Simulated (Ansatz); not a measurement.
**AlCl2F (SMILES [F][Al]([Cl])[Cl]) at HSE06/def2-SVPD**

What is the electronic atomisation energy of AlCl2F at HSE06/def2-SVPD? 

The calculation is run with Ansatz 0.2.0.

41 further runs of the same task are left out: 41 set aside as unsound or not needed.

## (1) Starting point

The species is AlCl2F (4 atoms), meant as a singlet with charge 0. As SMILES, `[F][Al]([Cl])[Cl]`. Geometry: relaxed at PBE0-D4/def2-TZVP.

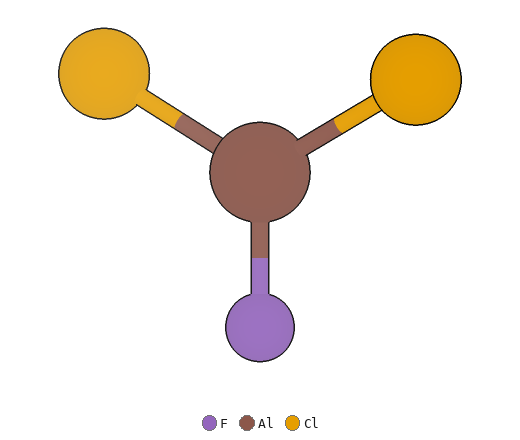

The structure, seen from a chosen angle (fluorine purple, aluminium brown, chlorine amber).

## (2) The energy at HSE06/def2-SVPD

in.yaml reads:

```yaml
crystal:
  periodic: [false, false, false]
  atoms:
    - {symbol: F, position_ang: [0.087420, 0.388220, 1.682350]}
    - {symbol: Al, position_ang: [0.004800, 0.021530, 0.093600]}
    - {symbol: Cl, position_ang: [1.223040, -1.463690, -0.663450]}
    - {symbol: Cl, position_ang: [-1.315270, 1.053930, -1.112510]}
basis:
  gaussian: {orbitals: def2-SVPD}
hamiltonian: {xc: {name: HSE06}}
accuracy: high
output: {orbitals: {seedname: orbitals}}
```

The run is started by

```bash
$ ansatz run in.yaml --threads 1 --pin off --max-ram 3480MiB --events-out events.jsonl --progress --plain --runs-dir runs
```

The log of the run:

```text
Warning: RAYON_NUM_THREADS=1 ignored (pool sized by the plan → 1); use --threads N
Functional definition: HSE06
  name "HSE06"
  parameter a = 0.25
  parameter omega = 0.11/bohr
  exchange = pbe_x - a*pbe_x_sr(omega) + a*exact_x_sr(omega)
  correlation = pbe_c
1837 factors; integrals over basis functions are off by at most 3.0e-9 eV
144 factors; integrals over basis functions are off by at most 1.0e-9 eV
mean field evaluation 1: about -34336.1633 eV, gradient 3.9e1 eV
mean field evaluation 2: about -34330.9670 eV, gradient 7.0e1 eV
mean field evaluation 4: about -34338.7716 eV, gradient 1.6e0 eV
mean field evaluation 8: about -34338.8731 eV, gradient 8.9e-2 eV
mean field evaluation 16: about -34338.8731 eV, gradient 3.0e-6 eV
mean field -34338.87313827 eV, -1261.9303121072 hartree, gradient 3.7e-8 eV, S^2 0.000000; 0 other end points of the search recorded, 0 dependent functions left out
reference -34338.87314170 eV, -1261.9303122334 hartree; 28, 28 occupied and 73, 73 virtual orbitals, 1837 factors
Total energy: -34338.87314170 eV, -1261.9303122334 hartree
```

It took 6.6 s on 1 thread of Intel Xeon Platinum 8375C at 2.90GHz (Ice Lake), shared host; peak memory 0.36 GiB.

## (3) The Al atom at the same level

job.yaml reads:

```yaml
crystal:
  periodic: [false, false, false]
  atoms:
    - symbol: Al
      position_ang: [0.000000, 0.000000, 0.000000]
basis:
  gaussian:
    orbitals: def2-SVPD
hamiltonian:
  xc: {name: HSE06}
accuracy: high
magnetization:
  spin_polarized: true
  initial_magnetization: 1
```

Run the same way, it converges to -242.15924 Eh (log not shown).

## (4) The Cl atom

run.yaml reads:

```yaml
crystal:
  periodic: [false, false, false]
  atoms:
    - symbol: Cl
      position_ang: [0.000000, 0.000000, 0.000000]
basis:
  gaussian:
    orbitals: def2-SVPD
hamiltonian:
  xc: hse06
magnetization:
  spin_polarized: true
  initial_magnetization: 1
accuracy: high
```

Run the same way, it converges to -459.83864 Eh (log not shown).

## (5) The F atom

job.yaml reads:

```yaml
crystal:
  periodic: [false, false, false]
  atoms:
    - {symbol: F, position_ang: [0.000000, 0.000000, 0.000000]}
basis:
  gaussian:
    orbitals: def2-SVPD
magnetization:
  spin_polarized: true
  initial_magnetization: 1
hamiltonian:
  xc: hse06
accuracy: high
```

Run the same way, it converges to -99.55565 Eh (log not shown).

## (6) Outcome

Level: HSE06/def2-SVPD.

```
                     quantity           value
       molecule: total energy  -1261.93031 Eh
        molecule: HOMO energy        -9.35 eV
        molecule: LUMO energy        -1.93 eV
      molecule: HOMO–LUMO gap         7.42 eV
        Al atom: total energy   -242.15924 Eh
                Al atom: ⟨S²⟩           0.756
        Cl atom: total energy   -459.83864 Eh
                Cl atom: ⟨S²⟩           0.753
         F atom: total energy    -99.55565 Eh
                 F atom: ⟨S²⟩           0.752
electronic atomisation energy       14.644 eV
```

In words: Taking the molecule apart into free atoms costs 14.64 eV (338 kcal/mol), before zero-point energy and without spin-orbit coupling.
